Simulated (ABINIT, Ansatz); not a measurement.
# AlBO3 (R-3c): G0W0 on several meshes in ABINIT

Aim: the GW shift of AlBO3 (R-3c) against the k mesh.

Program: ABINIT 10.8.3. Level of theory: PBEsol and many-body steps on it, plane waves. Results are calculated unless marked as measured.

## 1. Starting point

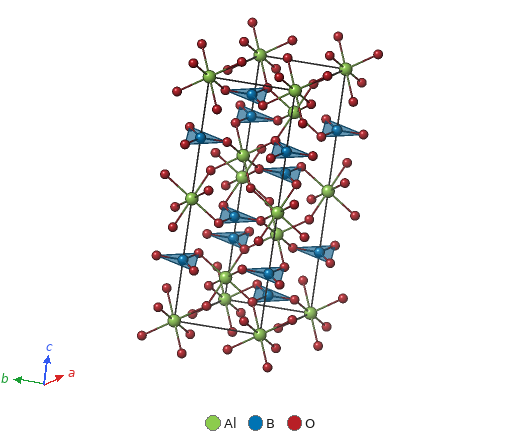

The cell as given, from a free direction (aluminium green, boron blue, oxygen red). This picture shows the conventional cell, with its axes. Some periodic images of atoms are drawn too.

The cell and positions come from the Crystallography Open Database and are kept as given unless a step says otherwise.

## 2. Empty states on the mesh, 4×4×4 mesh, 267 bands

This step: ABINIT 10.8.3; DFT, PBEsol, plane waves, norm-conserving pseudopotentials.

The sums over transitions need many empty states on a uniform mesh; this step solves for them.

The input, run.abi:

```
acell 3*1.0 Angstrom
rprim 
  2.231899999996 1.288588065802 4.581666666700
  -2.231899999996 1.288588065802 4.581666666700
  0.000000000000 -2.577176131604 4.581666666700
ntypat 3
znucl 13 5 8
natom 10
typat 1 1 2 2 3 3 3 3 3 3
xred 
  0.000000000000 -0.000000000000 -0.000000000000
  0.500000000000 0.500000000000 0.500000000000
  0.250000000000 0.250000000000 0.250000000000
  0.750000000000 0.750000000000 0.750000000000
  0.940980000000 0.559020000000 0.250000000000
  0.250000000000 0.940980000000 0.559020000000
  0.559020000000 0.250000000000 0.940980000000
  0.059020000000 0.440980000000 0.750000000000
  0.750000000000 0.059020000000 0.440980000000
  0.440980000000 0.750000000000 0.059020000000
pp_dirpath "pseudos"
pseudos "Al.upf, B.upf, O.upf"
ecut 36
ngkpt 4 4 4
nshiftk 1
shiftk 0 0 0
kptopt 1
chksymbreak 0
irdden 1
istwfk *1
nband 267
prtvol 0
optdriver 6
gwr_task "HDIAGO"
paral_kgb 0
occopt 1
indata_prefix "in"
outdata_prefix "out"
tmpdata_prefix "tmp"
```

Command:

```sh
$ OMP_NUM_THREADS=1 mpirun -n 8 abinit run.abi > log
```

Numbers of over 12 decimals in the logs are rounded to 6 here.

The log of the run:

```text
.Version 10.8.3 of ABINIT. v10.8.2 released Aug 2026.

 Symmetries : space group R-3 c (#167); Bravais hR (rhombohedral)
[... echo of the input left out ...]
== DATASET  1 ==================================================================
-   mpi_nproc: 8, omp_nthreads: 1 (-1 if OMP is not activated)

--- !DatasetInfo
iteration_state: {dtset: 1, }
dimensions: {natom: 10, nkpt: 13, mband: 267, nsppol: 1, nspinor: 1, nspden: 1, mpw: 5535, }
cutoff_energies: {ecut:  36.0, pawecutdg:  -1.0, }
[...]
Indirect band gap semiconductor
 Fundamental gap:     5.828 (eV)
   VBM:     4.926 (eV) at k: [ 0.0000E+00,  0.0000E+00,  0.0000E+00]
   CBM:    10.754 (eV) at k: [ 2.5000E-01,  2.5000E-01,  2.5000E-01]
 Direct gap:         6.027 (eV) at k: [ 2.5000E-01,  2.5000E-01,  2.5000E-01]

== END DATASET(S) ==============================================================
================================================================================

 -outvars: echo values of variables after computation  --------
           etotal      0.0000000000E+00
            nband         267
             nkpt          13
          spgroup         167
 [... the other variables as echoed above ...]

 Calculation completed.
```

Elapsed: 4.2 min, on 8 MPI ranks of Arm Neoverse V1, shared host; peak memory 13 GiB; 34 min of CPU time.

This step gave:

```yaml
gap: 5.828 eV
k_of_the_valence_top: 0, 0, 0
k_of_the_conduction_bottom: 0.25, 0.25, 0.25
least_direct_gap: 6.027 eV
k_points_computed: 13
lowest_point_of_the_top_converged_band_above_the_valence_top: 108.7440 eV
```

On this mesh the gap is 5.828 eV.

The density comes from a self-consistent run that is not shown.

## 3. Screening, 4×4×4 mesh, 120 bands, screening to 141.5 eV

The RPA dielectric matrix is built and inverted for each q.

This step: RPA screening on PBEsol, plane waves, norm-conserving pseudopotentials.

run.abi: that of step 2 with these lines changed.

```diff
@@ -28,10 +28,11 @@
 chksymbreak 0
-irdden 1
 istwfk *1
-nband 267
-prtvol 0
-optdriver 6
-gwr_task "HDIAGO"
-paral_kgb 0
 occopt 1
+irdwfk 1
+optdriver 3
+nband 120
+ecuteps 5.2
+inclvkb 2
+awtr 1
+symchi 1
 indata_prefix "in"
```

The log of the run:

```text
.Version 10.8.3 of ABINIT. v10.8.2 released Aug 2026.

 Symmetries : space group R-3 c (#167); Bravais hR (rhombohedral)
[... echo of the input left out ...]
== DATASET  1 ==================================================================
-   mpi_nproc: 8, omp_nthreads: 1 (-1 if OMP is not activated)

--- !DatasetInfo
iteration_state: {dtset: 1, }
dimensions: {natom: 10, nkpt: 13, mband: 120, nsppol: 1, nspinor: 1, nspden: 1, mpw: 5535, }
cutoff_energies: {ecut:  36.0, pawecutdg:  -1.0, }
electrons: {nelect:   4.80000000E+01, charge:   0.00000000E+00, occopt:   1.00000000E+00, tsmear:   1.00000000E-02, }

 SCREENING: Calculation of the susceptibility and dielectric matrices

 Based on a program developped by R.W. Godby, V. Olevano, G. Onida, and L. Reining.
 Incorporated in ABINIT by V. Olevano, G.-M. Rignanese, and M. Torrent.
.Using double precision arithmetic ; gwpc =  8

[... cell and pseudopotentials left out ...]
--------------------------------------------------------------------------------

 ==== K-mesh for the wavefunctions ====
 Number of points in the irreducible wedge :    13
[... list of points left out ...]
 Together with 12 symmetry operations and time-reversal symmetry
 yields    64 points in the full Brillouin Zone.

 ==== Q-mesh for the screening function ====
 Number of points in the irreducible wedge :    13
[... list of points left out ...]
 Together with 12 symmetry operations and time-reversal symmetry
 yields    64 points in the full Brillouin Zone.

 setmesh: FFT mesh size selected  =    40x   40x   40
          total number of points  =        64000

 vcoul_init : cutoff-mode = AUXILIARY_FUNCTION
 q-points for optical limit:   1
     1)      0.000010    0.000020    0.000030

- screening: taking advantage of time-reversal symmetry
- Maximum band index for partially occupied states nbvw = 24
- Remaining bands to be divided among processors   nbcw = 96
- Number of bands treated by each node ~12

 Number of electrons calculated from density =   48.0000; Expected =   48.0000
 average of density, n =  0.089967
 r_s =    1.3844
 omega_plasma =   28.9332 [eV]

 calculating chi0 at frequencies [eV] :
  1    0.000000E+00    0.000000E+00
  2    0.000000E+00    2.893318E+01

--------------------------------------------------------------------------------
  q-point number  1        q = ( 0.000000, 0.000000, 0.000000) [r.l.u.]
--------------------------------------------------------------------------------
[... chi0 elements left out ...]
 For q-point:  0.000010 0.000020 0.000030
  dielectric constant =   3.0427
  dielectric constant without local fields =   3.2953

  Average fulfillment of the sum rule on Im[epsilon] for q-point    1 :     56.08  [%]
[... wings left out ...]
  q-point number  2        q = ( 0.250000, 0.000000, 0.000000) [r.l.u.]
--------------------------------------------------------------------------------
[... chi0 elements left out ...]
  Average fulfillment of the sum rule on Im[epsilon] for q-point    2 :     67.59  [%]

 [... 11 further q-points ...]
```

Elapsed: 3.4 min, on 8 MPI ranks; peak memory 5.1 GiB; 27 min of CPU time.

This step gave:

```
ε∞ with local fields, on this mesh, along the program's q direction : 3.043
the same without local fields                                       : 3.295
plasma frequency                                                    : 28.93 eV
plane waves in the screening matrix                                 : 291
```

Local fields lower ε∞ by 8 %.

## 4. 4×4×4

The self-energy is evaluated for the states that the input lists, and the levels follow from it, in one-shot runs by the linearised quasiparticle equation.

This step: G0W0 on PBEsol, plane waves, norm-conserving pseudopotentials.

run.abi: that of step 3 with these lines changed.

```diff
@@ -31,8 +31,17 @@
 irdwfk 1
-optdriver 3
+optdriver 4
 nband 120
+gwcalctyp 0
+ecutsigx 36
+symsigma 1
+nkptgw 2
+kptgw 
+  0.0000000000 0.0000000000 0.0000000000
+  0.2500000000 0.2500000000 0.2500000000
+bdgw 
+  23 26
+  23 26
 ecuteps 5.2
-inclvkb 2
-awtr 1
-symchi 1
+irdscr 1
+ppmodel 1
 indata_prefix "in"
```

The log of the run:

```text
.Version 10.8.3 of ABINIT. v10.8.2 released Aug 2026.

 Symmetries : space group R-3 c (#167); Bravais hR (rhombohedral)
[... echo of the input left out ...]
== DATASET  1 ==================================================================
-   mpi_nproc: 8, omp_nthreads: 1 (-1 if OMP is not activated)

--- !DatasetInfo
iteration_state: {dtset: 1, }
dimensions: {natom: 10, nkpt: 13, mband: 120, nsppol: 1, nspinor: 1, nspden: 1, mpw: 5535, }
cutoff_energies: {ecut:  36.0, pawecutdg:  -1.0, }
electrons: {nelect:   4.80000000E+01, charge:   0.00000000E+00, occopt:   1.00000000E+00, tsmear:   1.00000000E-02, }

 SIGMA: Calculation of the GW corrections

 Based on a program developped by R.W. Godby, V. Olevano, G. Onida, and L. Reining.
 Incorporated in ABINIT by V. Olevano, G.-M. Rignanese, and M. Torrent.
.Using double precision arithmetic ; gwpc =  8

[... cell and pseudopotentials left out ...]
--------------------------------------------------------------------------------

 ==== K-mesh for the wavefunctions ====
 Number of points in the irreducible wedge :    13
[... list of points left out ...]
 Together with 12 symmetry operations and time-reversal symmetry
 yields    64 points in the full Brillouin Zone.

 ==== Q-mesh for screening function ====
 Number of points in the irreducible wedge :    13
[... list of points left out ...]
 Together with 12 symmetry operations and time-reversal symmetry
 yields    64 points in the full Brillouin Zone.

 vcoul_init : cutoff-mode = AUXILIARY_FUNCTION
 q-points for optical limit:   1
     1)      0.000010    0.000020    0.000030
 setmesh: FFT mesh size selected  =    54x   54x   54
          total number of points  =       157464

 Number of electrons calculated from density =   48.0000; Expected =   48.0000
 average of density, n =  0.089967
 r_s =    1.3844
 omega_plasma =   28.9332 [eV]

 === KS Band Gaps ===
  >>>> For spin  1
   Minimum direct gap =   6.0269 [eV], located at k-point      :   0.2500  0.2500  0.2500
   Fundamental gap    =   5.8278 [eV], Top of valence bands at :   0.0000  0.0000  0.0000
                                       Bottom of conduction at :   0.2500  0.2500  0.2500
 SIGMA fundamental parameters:
 PLASMON POLE MODEL  1
 number of plane-waves for SigmaX                 5519
 number of plane-waves for SigmaC and W            291
 number of plane-waves for wavefunctions          5519
 number of bands                                   120
 number of independent spin polarizations            1
 number of spinorial components                      1
 number of k-points in IBZ                          13
 number of q-points in IBZ                          13
 number of symmetry operations                      12
 number of k-points in BZ                           64
 number of q-points in BZ                           64
 number of frequencies for dSigma/dE                 9
 frequency step for dSigma/dE [eV]                0.25
 number of omega for Sigma on real axis              0
 max omega for Sigma on real axis  [eV]           0.00
 zcut for avoiding poles [eV]                     0.10

 EPSILON^-1 parameters (SCR file):
 dimension of the eps^-1 matrix on file            291
 dimension of the eps^-1 matrix used               291
 number of plane-waves for wavefunctions          5519
 number of bands                                   120
 number of q-points in IBZ                          13
 number of frequencies                               2
 number of real frequencies                          1
 number of imag frequencies                          1

 matrix elements of self-energy operator (all in [eV])

 Perturbative Calculation

--- !SelfEnergy_ee
iteration_state: {dtset: 1, }
kpoint     : [   0.000,    0.000,    0.000, ]
spin       : 1
KS_gap     :    6.058
QP_gap     :    8.802
Delta_QP_KS:    2.743
data: !SigmaeeData |
     Band     E0 <VxcDFT>   SigX SigC(E0)      Z dSigC/dE  Sig(E)    E-E0       E
       23   4.926 -20.480 -26.336   4.653   0.816  -0.226 -21.461  -0.981   3.945
       24   4.926 -20.480 -26.336   4.653   0.816  -0.226 -21.461  -0.981   3.945
       25  10.984 -12.929  -7.175  -3.677   0.849  -0.178 -11.166   1.762  12.747
       26  11.375 -14.127  -8.905  -3.552   0.853  -0.173 -12.703   1.424  12.799

--- !SelfEnergy_ee
iteration_state: {dtset: 1, }
kpoint     : [   0.250,    0.250,    0.250, ]
spin       : 1
KS_gap     :    6.027
QP_gap     :    8.652
Delta_QP_KS:    2.625
data: !SigmaeeData |
     Band     E0 <VxcDFT>   SigX SigC(E0)      Z dSigC/dE  Sig(E)    E-E0       E
       23   4.727 -20.335 -26.211   4.637   0.816  -0.225 -21.347  -1.011   3.715
       24   4.727 -20.335 -26.211   4.637   0.816  -0.225 -21.347  -1.011   3.715
       25  10.754 -11.869  -6.133  -3.848   0.855  -0.170 -10.256   1.613  12.367
       26  12.448 -15.211  -9.690  -3.519   0.845  -0.183 -13.520   1.691  14.139

== END DATASET(S) ==============================================================
================================================================================

 -outvars: echo values of variables after computation  --------
           etotal      0.0000000000E+00
            nband         120
             nkpt          13
          spgroup         167
 [... the other variables as echoed above ...]

 Calculation completed.
```

Wall time 14 s (8 MPI ranks); peak memory 3 GiB; 1.8 min of CPU time.

Numbers from this step:

```yaml
g0w0_gap_on_the_points_computed: 8.422 eV
starting_gap_on_the_mesh: 5.828 eV
k_of_the_valence_top: 0, 0, 0
k_of_the_conduction_bottom: 0.25, 0.25, 0.25
z_at_the_valence_top: 0.816
z_at_the_conduction_bottom: 0.855
least_direct_g0w0_gap_on_the_computed_points: 8.652 eV
```

The gap on the mesh goes from 5.83 eV to 8.42 eV, a correction of +2.59 eV.

## 5. Empty states on the mesh, 6×6×6 mesh, 132 bands

This step: DFT, PBEsol, plane waves, norm-conserving pseudopotentials.

run.abi: that of step 4 with these lines changed.

```diff
@@ -23,3 +23,3 @@
 ecut 36
-ngkpt 4 4 4
+ngkpt 6 6 6
 nshiftk 1
@@ -28,20 +28,10 @@
 chksymbreak 0
+iscf -2
+irdden 1
 istwfk *1
-occopt 1
-irdwfk 1
-optdriver 4
-nband 120
-gwcalctyp 0
-ecutsigx 36
-symsigma 1
-nkptgw 2
-kptgw 
-  0.0000000000 0.0000000000 0.0000000000
-  0.2500000000 0.2500000000 0.2500000000
-bdgw 
-  23 26
-  23 26
-ecuteps 5.2
-irdscr 1
-ppmodel 1
+nband 132
+nbdbuf 12
+tolwfr 1e-09
+nstep 60
+prtvol 0
 indata_prefix "in"
```

The log of the run:

```text
.Version 10.8.3 of ABINIT. v10.8.2 released Aug 2026.

 Symmetries : space group R-3 c (#167); Bravais hR (rhombohedral)
[... echo of the input left out ...]
== DATASET  1 ==================================================================
-   mpi_nproc: 8, omp_nthreads: 1 (-1 if OMP is not activated)

--- !DatasetInfo
iteration_state: {dtset: 1, }
dimensions: {natom: 10, nkpt: 32, mband: 132, nsppol: 1, nspinor: 1, nspden: 1, mpw: 5531, }
cutoff_energies: {ecut:  36.0, pawecutdg:  -1.0, }
[...]
2.17987    2.27373    2.27373    2.27544    2.27544    2.30864    2.31825    2.31825
   2.36641    2.38420    2.39155    2.40019    2.40019    2.44061    2.44062    2.45830
   2.45833    2.46377    2.47178    2.50922
 prteigrs : prtvol=0 or 1, do not print more k-points.

== END DATASET(S) ==============================================================
================================================================================

 -outvars: echo values of variables after computation  --------
            nband         132
             nkpt          32
          spgroup         167
 [... the other variables as echoed above ...]

 Calculation completed.
```

The job ended after 2.3 min (8 MPI ranks; peak memory 0.98 GiB; 18 min of CPU time).

Numbers from this step:

| Item | Value |
| --- | --- |
| gap | 5.861 eV |
| k of the valence top | 0, 0, 0 |
| k of the conduction bottom | 0.1667, 0.1667, 0.1667 |
| least direct gap | 5.949 eV |
| k points computed | 32 |
| lowest point of the top converged band, above the valence top | 56.9556 eV |

On this mesh the gap is 5.861 eV.

(Continued in part 2 of 2.)

[Paths, hosts, dates, memory and timing lines, banners, echoed tables and standing remarks are left out of the program output.]

[Logs are printed without paths, hosts, clocks, repeated set-up lines and the standing remarks that a program may print on its own settings, such as how far it seeks lower states.]

[Runs of the session that timed out or met a known fault of the program may be left out.]

[Hosts, paths, dates, database ids (printed as entryN), source tags and the programs' standing remarks are cut or masked in the printed files.]

[G0W0 gaps are taken among the corrected bands and points alone; a level outside them can change the order at an edge.]

[Where Ansatz stands beside ABINIT at settings called matched, ABINIT's density can come from a denser mesh and the files from another edition; pairs whose starting gaps differed by over 0.03 eV were left out, so agreement reads better than it is.]
